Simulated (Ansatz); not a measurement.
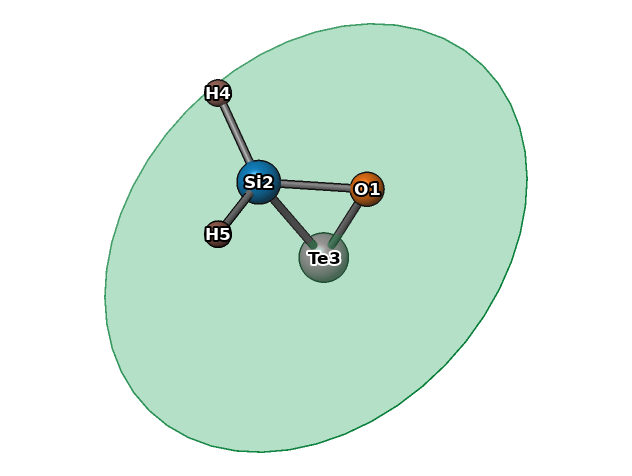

A disc through the centre of mass is drawn in. Atoms fade into the background with distance from the viewer. The computed structure is the end point of a PBE0-D4/def2-TZVP optimisation. No frequency run is at hand to confirm it as a minimum.

> Is the plane of the disc a mirror plane of the structure?

No. The point group is Cs, with 1 mirror plane, and this plane isn't one of its mirror planes.
